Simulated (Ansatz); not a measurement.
HgTe (zinc blende)

```yaml
crystal:
  lattice:
    - [0.00000, 3.28657, 3.28657]
    - [3.28657, 0.00000, 3.28657]
    - [3.28657, 3.28657, 0.00000]
  atoms:
    - { symbol: Te, position: [0.25000, 0.25000, 0.25000] }
    - { symbol: Hg, position: [0.00000, 0.00000, 0.00000] }
```

In this cell atom 1 (Te, nearest neighbour Hg at 2.846 Å; its periodic images, 4.6 Å or more away, move with it) is moved by s along Cartesian z, unit vector (0.000, 0.000, 1.000); all other atoms and the cell stay fixed.

Calculation: r2SCAN (plane waves to 500 eV, PAW, scalar-relativistic; Ansatz, a first-principles code). k mesh 7×7×7 (Γ-centred), Fermi-Dirac smearing 0.05 eV. Energies are smeared free energies. With partly filled bands, energies and forces of such displacements shift with the k mesh and the smearing. At this level the bands of HgTe touch or barely overlap. HgTe was relaxed with its symmetry unable to fall. Spin-orbit coupling is left out, though Hg and Te are heavy. ΔE is measured from the undisplaced structure.

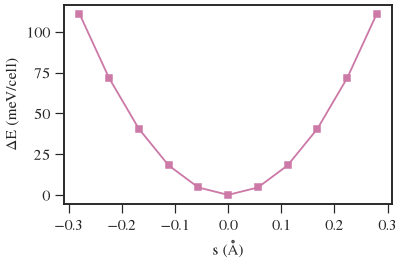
Figure. ΔE (meV/cell) against s (Å); markers are the computed points, lines only join them.

The energy at s = 0.280 Å comes out as 111 meV/cell and the force along the line at s = -0.280 Å is 0.781 eV/Å. The force constant k = d²E/ds² at s = 0 (finite differences) is 2.90 eV/Å². Harmonic estimate at the end of the scan: ½ks² = 114 meV/cell against the computed 111 meV/cell, so the well is close to harmonic there. Symmetry of the curve: even: the same for both signs.

The forces along the line at the two nearest points give (0.162 − (-0.162)) / (2·0.056) = 2.89 eV/Å²; the next pair corrects for the finite step.

(A displaced cell: forces are minus the slopes of the energy, force constants its curvatures, and phonons follow from these.)
